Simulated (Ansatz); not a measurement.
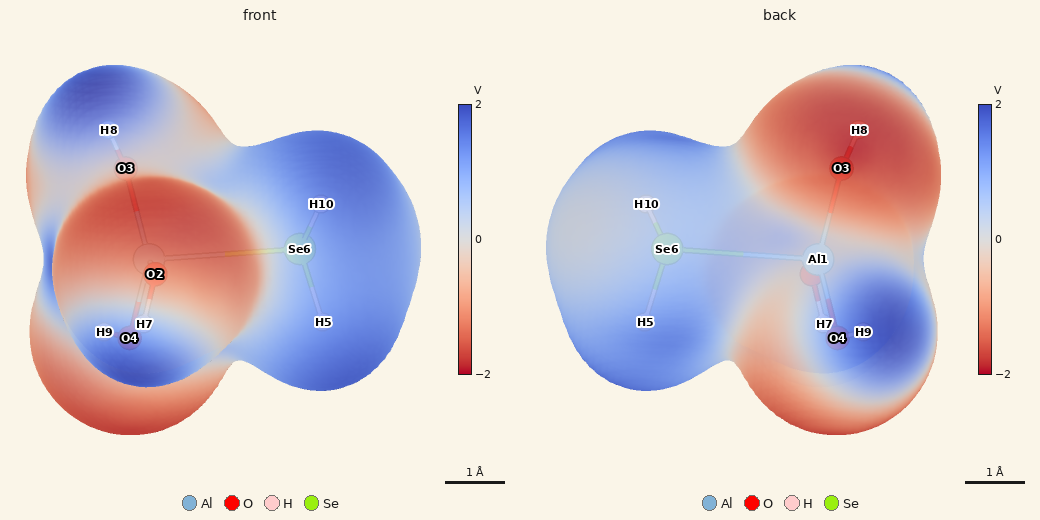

AlH$_{5}$O$_{3}$Se. The electrostatic potential painted on the density surface at 0.002 e/bohr³, seen from the front and from behind; red is negative and blue positive.

The reactant side of a reaction path; geometry: PBE0-D4/def2-TZVP; a saddle point, not a minimum.

These are results of RKS PBE0-D4/def2-TZVPP (Ansatz), not measurements.

```csv
atom,x (Å),y (Å),z (Å)
Al,0.6329,-0.0585,0.0284
O,0.5577,1.6493,0.0424
O,0.9608,-0.8609,1.5018
O,1.0133,-0.8284,-1.4497
H,-2.3050,0.2128,-1.1485
Se,-1.9784,-0.6366,0.0038
H,0.8018,2.1503,-0.7337
H,1.2368,-0.3698,2.2734
H,1.4376,-1.6844,-1.4615
H,-2.3574,0.4263,0.9436
```

> Where is the surface potential most negative and most positive?

The most negative region (about −1.8 V, or −42 kcal/mol for a unit charge) lies over O2, O3 and O4, the most positive (about +1.9 V, or +44 kcal/mol for a unit charge) over H7, H8 and H9.
